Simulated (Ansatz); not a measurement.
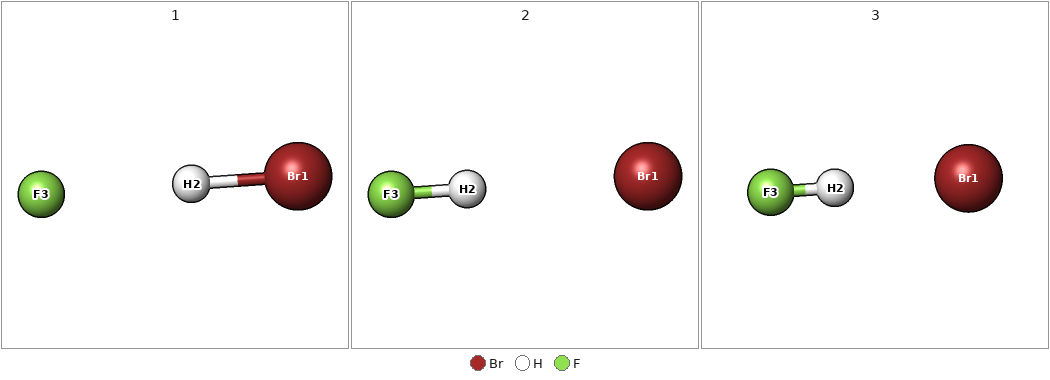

The system Br⁻ + HF. The first coordinate is: distance Br1–H2; the second: distance H2–F3. Nothing is relaxed (the angle Br1–H2–F3 is fixed at 180 degrees). The grid has 17 × 17 points. All energies are given in kJ/mol relative to Br with charge -1 far from the relaxed HF (each part in its own basis). The reference is spin-restricted, so regions where a bond is pulled apart into radicals lie too high. All numbers below come from RKS PBE0-D4/def2-SVPD (Ansatz).

The numbered pictures are structures from this grid.

### Rank them by energy, lowest first.

3, at distance Br1–H2 = 2.076 Å, distance H2–F3 = 0.992 Å: −90 kJ/mol; 2, at distance Br1–H2 = 2.808 Å, distance H2–F3 = 1.175 Å: 17 kJ/mol; 1, at distance Br1–H2 = 1.655 Å, distance H2–F3 = 2.328 Å: 151 kJ/mol.

The map, with the structures marked:

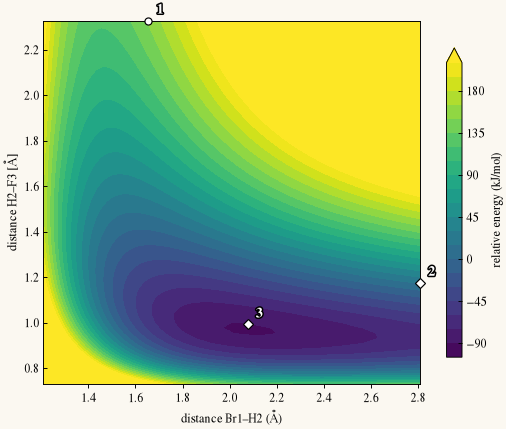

In the figure: filled contours, one colour for all values above the top of the scale. Between grid points the surface is interpolated.
